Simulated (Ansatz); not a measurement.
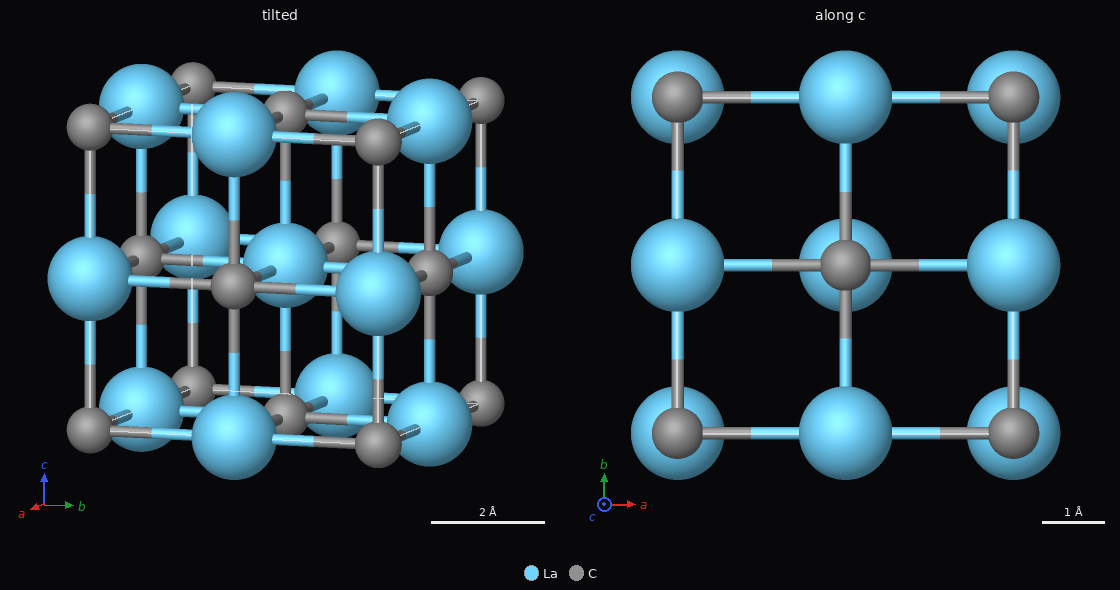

This ball-and-stick model is shown slightly off an axis and along the c axis. Lines trace the edges of the conventional unit cell.

LaC, rock salt (NaCl type), space group Fm-3m (No. 225), a = 5.433 Å, b = 5.433 Å, c = 5.433 Å, α = 90.00°, β = 90.00°, γ = 90.00°. It goes back to a structure type filled with these elements by a generator (whether the compound takes this form wasn't checked). Earlier steps of the study may have refined or changed the cell and positions. It was run through Ansatz as a DFT input.

This one geometry was computed with Ansatz (DFT, plane waves, PAW) at five levels of theory: PBEsol, r2SCAN, PBE, PBE with spin-orbit coupling and LDA.

Q: Which level gives the highest pressure at this volume, and what does that say about its equilibrium volume?

A: Highest: r2SCAN (0.5 GPa), which points to the largest equilibrium volume. Lowest, with the smallest volume: LDA (-5.7 GPa). Levels within 0.5 GPa of each other can't be told apart.

Q: How does the band gap change with the level of theory?

A: All levels give a metal.

Q: Collect the results in a table.

A:
| level | cutoff (eV) | k-mesh of the run's cell | gap (eV) | pressure (GPa) |
| --- | --- | --- | --- | --- |
| PBEsol | 420 | 12×12×12 | metal | -3.6 |
| r2SCAN | 500 | 12×12×12 | metal | 0.5 |
| PBE | 420 | 12×12×12 | metal | 0.0 |
| PBE with spin-orbit coupling | 420 | 12×12×12 | metal | -0.3 |
| LDA | 420 | 12×12×12 | metal | -5.7 |

Gaps are taken on the k-mesh or band path of each run.
